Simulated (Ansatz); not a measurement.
# Calculations on Rb

## 1. Relaxation

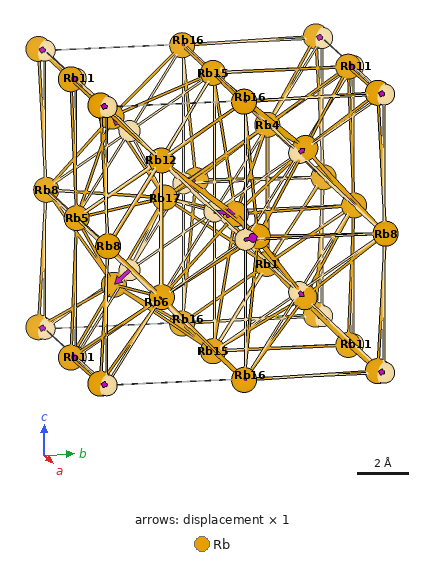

A relaxation of a defect cell of composition Rb. The starting structure is drawn faded, the final one solid; purple arrows show the displacements, at their true length.

A ball-and-stick model of the cell of the calculation (origin shifted), seen slightly off an axis.

It is an interstitial Rb in bcc Rb. The run prepares an end point of a later path (interstitial hop) calculation, from a guessed geometry.

The calculation used Ansatz, DFT PBEsol, scalar-relativistic, plane waves, PAW. Settings: plane-wave cutoff 420 eV; k-point mesh 2 × 2 × 2; occupations gaussian; smearing width 0.05 eV; no spin polarisation; atoms relaxed in a fixed cell; force threshold 0.03 eV/Å; at most 60 steps.

### What did the optimiser do to the structure, and how much energy did it gain?

Over 8 geometry steps the energy falls by 1.518 eV per cell of the calculation. Largest force component: 1.1 eV/Å at the start, 0.014 eV/Å at the end. The largest moves, 0.95 Å, are those of Rb atoms. The cell doesn't change. Among the contacts that change: Rb–Rb 4.841 → 6.431 Å, Rb–Rb 4.841 → 6.327 Å, Rb–Rb 4.841 → 6.229 Å, Rb–Rb 5.590 → 4.420 Å. New bonds form: Rb–Rb (5.59 → 4.42 Å).

## 2. Relaxation

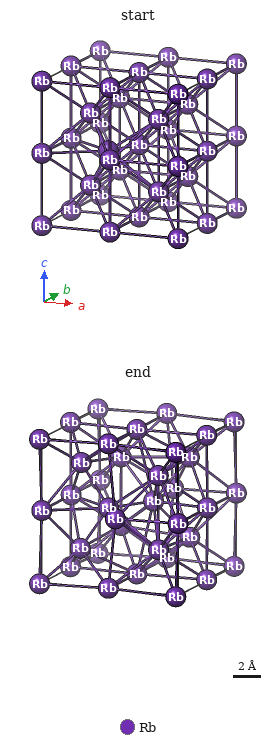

The structure of a defect cell of composition Rb before (top) and after (bottom) a relaxation, at one scale.

Style: ball-and-stick. Shown: the cell of the calculation (origin shifted), slightly off an axis.

It is an interstitial Rb in bcc Rb. The run prepares an end point of a later path (interstitial hop) calculation, from a guessed geometry.

These are results of Ansatz, DFT PBEsol, scalar-relativistic, plane waves, PAW, not measurements. Set-up: plane-wave cutoff 420 eV; k-point mesh 2 × 2 × 2; occupations gaussian; smearing width 0.05 eV; no spin polarisation; atoms relaxed in a fixed cell; force threshold 0.03 eV/Å; at most 60 steps.

**What changed between the two?**

The atom that moves furthest is a Rb atom (1.11 Å along [3 2 0]). The cell stays as it was. Among the contacts that change: Rb–Rb 4.841 → 6.604 Å, Rb–Rb 4.841 → 6.526 Å, Rb–Rb 4.841 → 6.313 Å, Rb–Rb 4.841 → 6.237 Å. After 10 geometry steps the energy has fallen by 1.524 eV per cell of the calculation. Largest force component: 1.1 eV/Å at the start, 0.02 eV/Å at the end. The run took 54 s on 4 threads of Intel(R) Xeon(R) 6975P-C (Granite Rapids), with other jobs on the host, peak memory 3 GiB.

## 3. Path

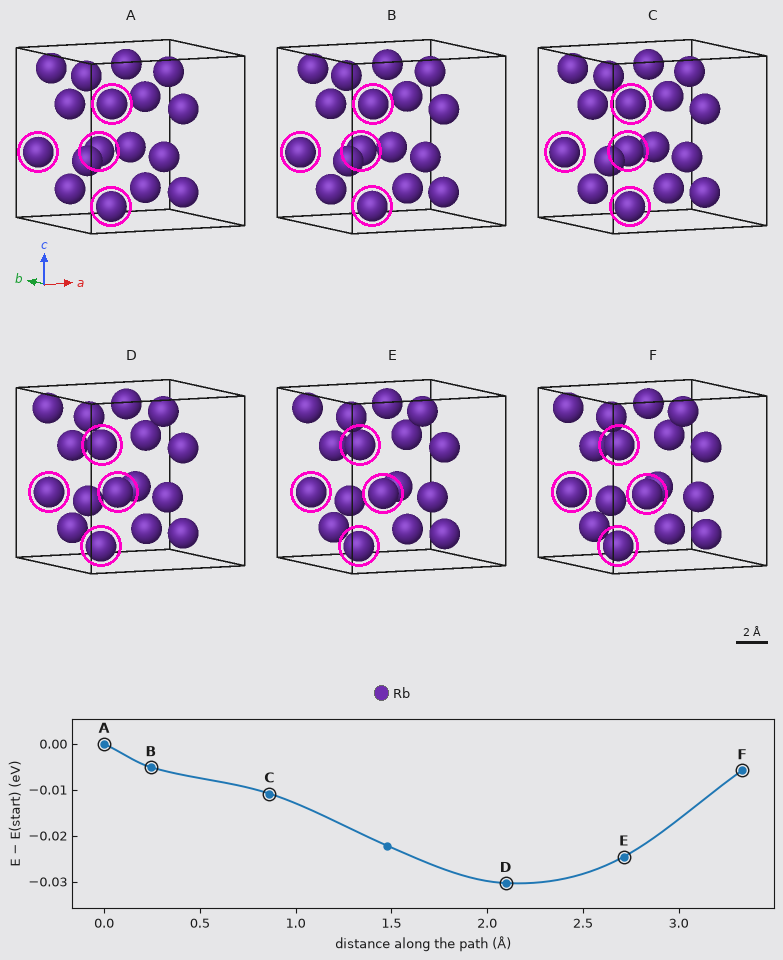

NEB run on Rb with an interstitial Rb (17 atoms in the cell). Images are numbered from 0 (start) to 6 (end). Frames A to F are images 0, 1, 2, 4, 5, 6. A spheres-only model of the simulation cell (origin moved), seen from a free direction. The atoms that move most are ringed.

Theory: DFT PBEsol, scalar-relativistic, plane waves, PAW in Ansatz. Settings: plane-wave cutoff 420 eV; k-point mesh 2 × 2 × 2; Gaussian smearing 0.05 eV; 5 movable images; climbing image; force threshold 0.05 eV/Å; iteration limit 67; starting path by image-dependent pair potential.

> What happens along the path, and what is the barrier?

A Rb atom travels furthest, 1.80 Å from end to end, along [1 −1 0], on a path that bends up to 0.40 Å away from the straight line. It doesn't move alone: Rb (1.01 Å), Rb (1.01 Å) move with it. Relative to the start the highest point is image 0 at 0.000 eV and the end lies at −0.006 eV, but the profile dips to −0.030 eV at image 4 on the way, so there is an intermediate minimum on the way. The band converged in 5 iterations. The largest component of the band force went from 0.12 to 0.022 eV/Å.
